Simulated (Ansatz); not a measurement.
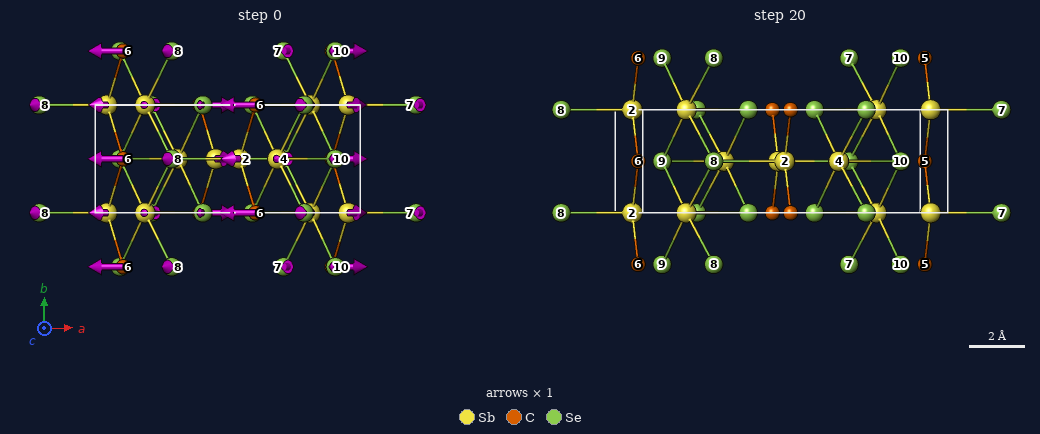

The structure of crystalline Sb2CSe2 (a generated structure, set up in C2/m) before (left) and after (right) a relaxation, at one scale. The purple arrows give the displacements (the part carried along by the change of the cell is left out), at their true length.

The picture is a ball-and-stick view of the conventional cell (2 times the calculation's cell), seen along the c axis. Lengths and directions refer to the drawn axes.

The start is a swapped structure.

The calculation used DFT, PAW plane waves, r2SCAN (Ansatz).

Input
```yaml
crystal:
  lattice:
    - [0.0, 3.923331, 0.0]
    - [5.326573, -1.961665, 0.0]
    - [-0.046735, 1.961665, -11.194862]
  atoms:
    - { symbol: Sb, position: [0.9548, 0.7341, 0.8245] }
    - { symbol: Sb, position: [0.0452, 0.2659, 0.1755] }
    - { symbol: Sb, position: [0.8119, 0.2259, 0.6021] }
    - { symbol: Sb, position: [0.1881, 0.7741, 0.3979] }
    - { symbol: C, position: [0.3942, 0.7728, 0.9844] }
    - { symbol: C, position: [0.6058, 0.2272, 0.0156] }
    - { symbol: Se, position: [0.2114, 0.1852, 0.7624] }
    - { symbol: Se, position: [0.7886, 0.8148, 0.2376] }
    - { symbol: Se, position: [0.5937, 0.779, 0.5916] }
    - { symbol: Se, position: [0.4063, 0.221, 0.4084] }
  symmetry: { tolerance: 0.0003 }
kpoints:
  mp_grid: { grid: [5, 5, 5], shift: [0, 0, 0] }
magnetization:
  spin_polarized: false
scf:
  occupations: { method: fermi_dirac }
  lower_state_search: "off"
hamiltonian:
  pseudopotentials: { kind: paw }
  xc: r2scan
basis:
  ecutwfc: 500
  fft_grid_basis: typed
relax:
  max_steps: 60
  cell: { p_target: 0.0 }
  f_tol: 0.03
output:
  forces: true
  stress: true
  eigenvalues: true
  populations: true
  elf: true
  write_potential: true
  volumetric_format: npy
  dos:
    e_range: [-12, 8]
    de: 0.05
    projected: { site_lists: { C: [C], Sb: [Sb], Se: [Se] } }
  bader: false
checkpoint:
  read: saved_state
```

Run as
```bash
ansatz run input.yaml --threads 2 --pin off --max-ram 3584MiB --backend cpu --events-out ev --progress --plain --runs-dir out
```

Describe what moved and what it gained.

Answer. The largest moves relative to the cell, 1.33 Å, are those of C5 and C6. C6 goes along [−3 0 −1]. Largest moves by element: C 1.33 Å, Sb 0.80 Å, Se 0.61 Å. The drawn cell changes as follows: a 10.653 → 11.684 Å (+9.7 %), b 3.923 → 3.751 Å (−4.4 %), c 12.377 → 12.225 Å (−1.2 %), β 115.2° → 103.7°; the volume changes by +11.2 %. Near-neighbour distances that change, for instance: C5–C6 2.444 → 1.329 Å, Sb1–C5 2.663 → 2.283 Å, Sb3–Se9 2.383 → 2.593 Å, Sb3–Se7 2.668 → 2.832 Å. New bonds form: C5–C6 (2.44 → 1.33 Å). Among the angles between lasting bonds that change: C5–Sb1–C5 94.9° → 110.4°, Sb1–C5–Sb1 94.9° → 110.4°, Se8–Sb4–Se8 94.7° → 82.9°. The space group stays C2/m (No. 12). The energy falls by 877 meV per atom in 16 accepted moves (20 points after the start). The largest force component goes from 3 to 0.0048 eV/Å. Pressure: 3.72 GPa at the start and 0.00 GPa at the end. The line search rejected the trial steps at points 10, 18 of the run. At 2 points the geometry stayed and the basis and grid were re-selected for the new cell (energy shift of 1.2 meV per atom at most each time).
